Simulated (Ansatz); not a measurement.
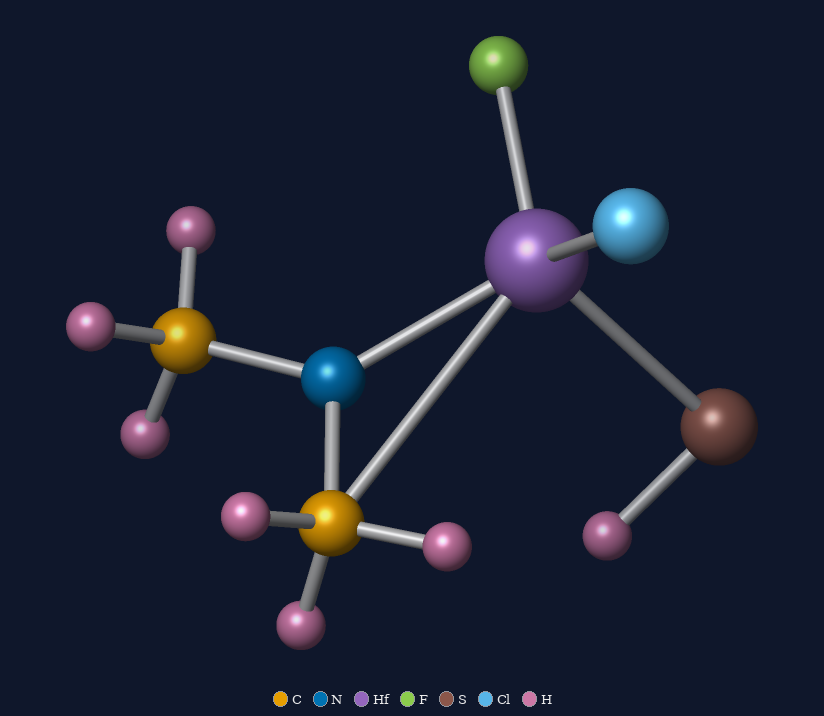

The picture shows a molecular structure as a ball-and-stick model.

The species is neutral and a spin singlet.

> Which formula does it have?

C₂H₇ClFHfNS, 14 atoms: 2 carbon, 7 hydrogen, 1 chlorine, 1 fluorine, 1 hafnium, 1 nitrogen and 1 sulfur.

> Count the bonded pairs by element.

6 C–H, 2 C–N, 1 F–Hf, 1 S–H, 1 C–Hf, 1 Cl–Hf, 1 Hf–N, 1 Hf–S. Sticks follow a distance rule.

> Give the symmetry (Schoenflies symbol).

C1.

More results for the same structure follow; atom numbers are the same in all pictures, views and colours differ. Computed geometry: PBE0-D4/def2-TZVP optimisation.

### Geometry

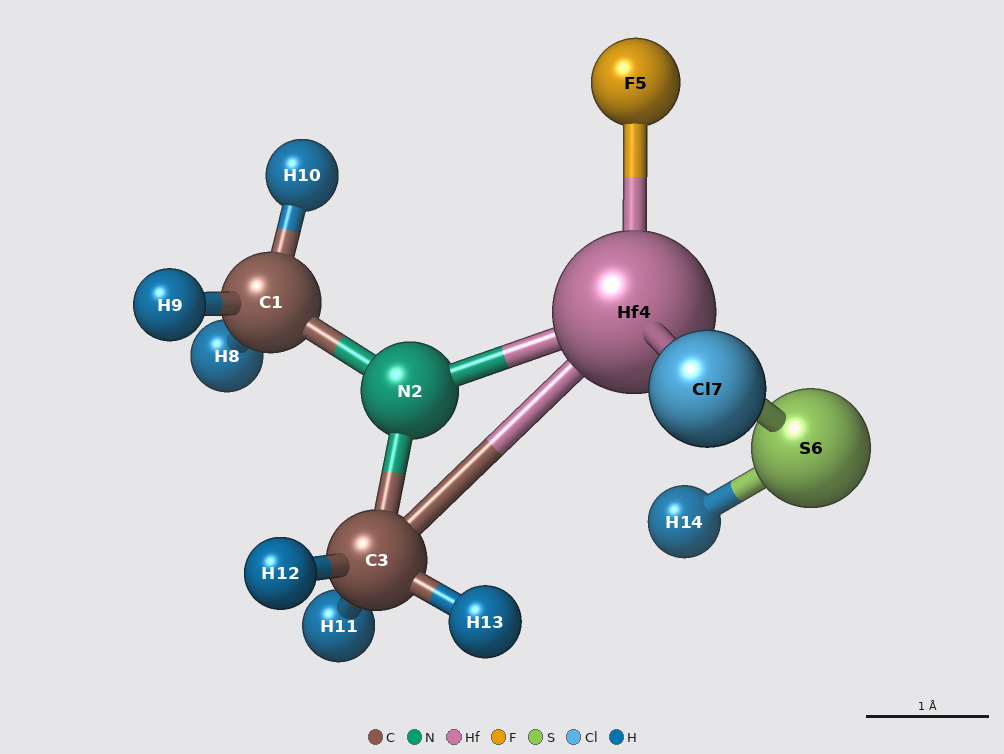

Atoms carry their numbers in the input.

> Describe the coordination of atom 2.

N2 has 3 neighbours (C1 at 1.44, C3 at 1.45, Hf4 at 1.99 Å); the arrangement is trigonal planar.

> Describe the coordination of atom 6.

S6 has 2 neighbours (Hf4 at 2.46, H14 at 1.35 Å); the arrangement is bent.

> Describe the coordination of atom 1.

C1 has 4 neighbours (N2 at 1.44, H8 at 1.10, H9 at 1.10, H10 at 1.09 Å); the arrangement is tetrahedral.

> Which bond is the longest?

C3–Hf4, 2.940 Å.

> What is the dihedral angle N2–C3–Hf4–F5?

10° in size, that is syn (eclipsed).

### Vibrations

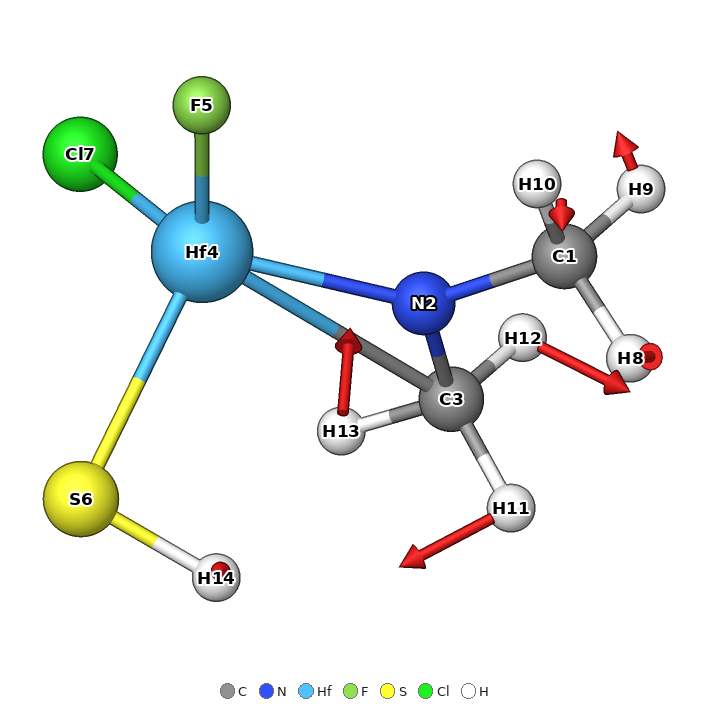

The arrows show one normal mode. Harmonic vibrations computed with RKS PBE0-D4/def2-TZVP, core potentials on Hf (Ansatz 0.2.0) at a stationary point of the same level.

> Estimate its harmonic wavenumber.

244 cm⁻¹; it is mode 10 of 36 counted from the lowest.

### Levels of theory compared

Program: Ansatz 0.2.0.

Tabulate vertical IP (eV) at these levels: B2PLYP (frozen core)/def2-TZVPP; B3LYP-D4/def2-TZVPP; CCSD(T)/CBS (MP2 limit from def2-TZVPP and def2-QZVPP plus CCSD(T) − MP2); PBE-D4/def2-TZVPP; PBE0-D4/def2-TZVPP; r2SCAN-D4/def2-TZVPP; ωB97M-V/def2-TZVPP; ωB97X-V/def2-TZVPP.

| level | vertical IP (eV) |
| --- | --- |
| B2PLYP (frozen core)/def2-TZVPP | 9.12 |
| B3LYP-D4/def2-TZVPP | 9.05 |
| CCSD(T)/CBS (MP2 limit from def2-TZVPP and def2-QZVPP plus CCSD(T) − MP2) | 9.36 |
| PBE-D4/def2-TZVPP | 8.71 |
| PBE0-D4/def2-TZVPP | 9.02 |
| r2SCAN-D4/def2-TZVPP | 8.82 |
| ωB97M-V/def2-TZVPP | 9.14 |
| ωB97X-V/def2-TZVPP | 9.14 |

### Dipole moment

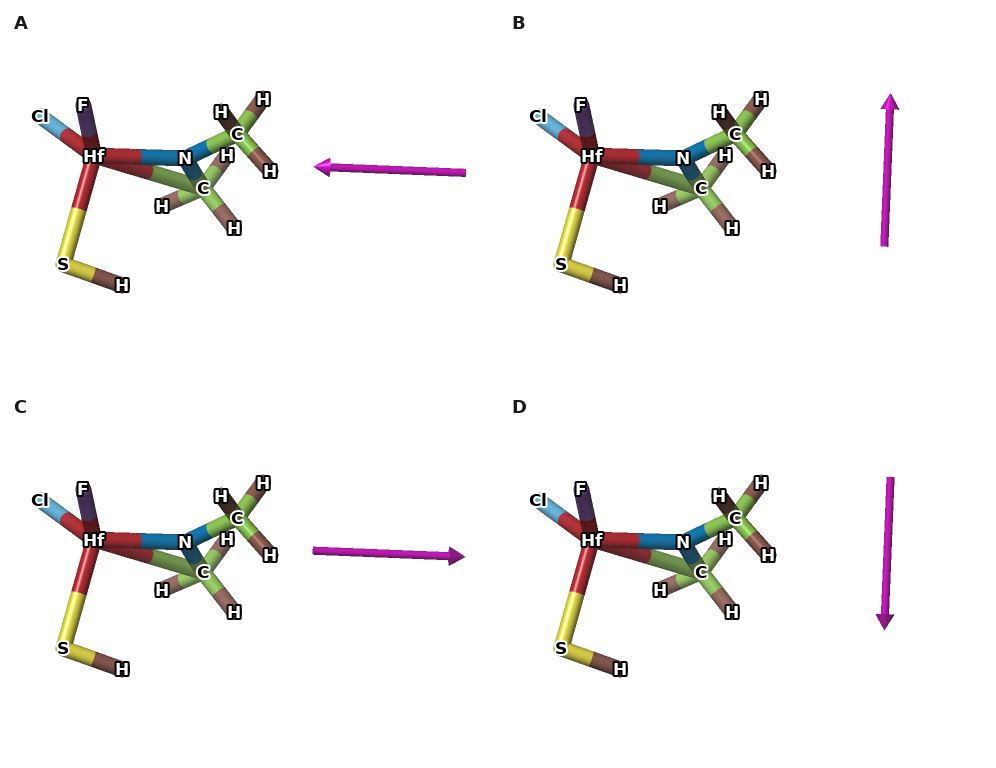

The same molecule four times, each with an arrow. Method: RKS r2SCAN-D4/def2-TZVPP, core potentials on Hf (Ansatz 0.2.0).

> Which arrow points along the dipole moment, from the negative to the positive end?

C. The dipole moment is 3.85 D.
